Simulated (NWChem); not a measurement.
# C3H7 (methylethyl): UHF/6-31G(d,p) (spherical functions)

Aim: the vertical ionisation energy of C3H7 (methylethyl) at UHF/6-31G** (spherical functions), from 2 runs. 

The results are computed with NWChem 7.3.0.

2 further runs of the same task are left out: 2 set aside as unsound or not needed.

**1. The molecule**

C3H7 has 10 atoms, charge 0, and is taken as a doublet. SMILES: `C[CH]C`. Geometry: relaxed at PBE0-D4/def2-TZVP.

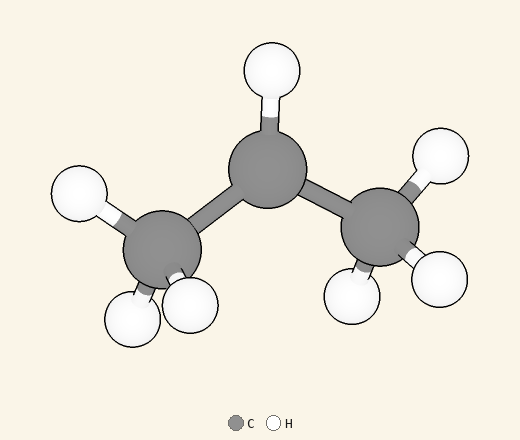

Viewed from a chosen angle; carbon grey, hydrogen white.

**2. A single-point energy at UHF/6-31G(d,p) (spherical functions)**

Contents of test.nw:

```
start test
memory total 2200 mb

geometry units angstrom noautosym nocenter noautoz
 C       -0.670800       0.774700      -0.789100
 C        0.422000      -0.150000      -0.409900
 C        0.462500      -0.759500       0.939200
 H       -1.652400       0.364700      -0.523700
 H       -0.672300       0.993600      -1.858600
 H       -0.593400       1.739600      -0.262500
 H        1.301400      -0.211400      -1.041000
 H       -0.510700      -1.180900       1.217600
 H        1.208800      -1.552900       1.010400
 H        0.704900      -0.018000       1.717600
end

basis "ao basis" spherical bse
 * library 6-31G**
end

scf
 doublet
 uhf
 thresh 1e-08
 maxiter 80
 noprint "final vectors analysis"
end

task scf energy
```

Run with:

```sh
$ nwchem test.nw > test.out
```

The log of the run:

```text
[...]
  functions       =    77
[...]
  wavefunction    = UHF
[...]
         Total SCF energy =   -117.646520225528
      One electron energy =   -307.145726895937
      Two electron energy =    113.777126049677
 Nuclear repulsion energy =     75.722080620733
                       Sz =      0.5000
                 Sz(Sz+1) =      0.7500
                      S^2 =      0.7637
[...]
```

Run time: 9 s. Hardware: 1 thread of Intel Xeon Platinum 8488C (Sapphire Rapids), shared host; peak memory 0.099 GiB.

**3. The singlet cation at the same level**

Contents of c3h7.nw:

```
start c3h7
title "C3H7"
memory 2200 mb
charge 1
geometry units angstrom noautosym nocenter noautoz
  C       -0.670800       0.774700      -0.789100
  C        0.422000      -0.150000      -0.409900
  C        0.462500      -0.759500       0.939200
  H       -1.652400       0.364700      -0.523700
  H       -0.672300       0.993600      -1.858600
  H       -0.593400       1.739600      -0.262500
  H        1.301400      -0.211400      -1.041000
  H       -0.510700      -1.180900       1.217600
  H        1.208800      -1.552900       1.010400
  H        0.704900      -0.018000       1.717600
end
basis spherical bse
  C library 6-31G**
  H library 6-31G**
end
scf
  thresh 1e-08
  maxiter 80
  noprint "final vectors analysis"
end
task scf energy
```

Run with:

```sh
$ nwchem c3h7.nw > c3h7.out
```

The log of the run:

```text
[...]
  functions       =    77
[...]
  wavefunction    = RHF
[...]
         Total SCF energy =   -117.384672808985
      One-electron energy =   -300.405437602155
      Two-electron energy =    107.298684172437
 Nuclear repulsion energy =     75.722080620733
        Time for solution =      6.3s
[...]
```

Wall time 7.2 s (1 thread of Intel Xeon Platinum 8488C (Sapphire Rapids), shared host); peak memory 0.1 GiB.

**4. Summary of results**

Level: UHF/6-31G** (spherical functions).

| quantity | value |
| --- | --- |
| doublet C3H7: total energy | -117.64652 Eh |
| doublet C3H7: dipole moment | 0.12 D |
| doublet C3H7: ⟨S²⟩ | 0.764 |
| singlet cation: total energy | -117.38467 Eh |
| vertical ionisation energy (to the singlet cation) | 7.125 eV |

The vertical ionisation energy comes to 7.13 eV (164 kcal/mol). Only the singlet of the ionised species was computed; a triplet could lie lower. Mulliken charges (doublet C3H7) run from -0.35 on C1 to +0.12 on H5; they depend strongly on the basis.
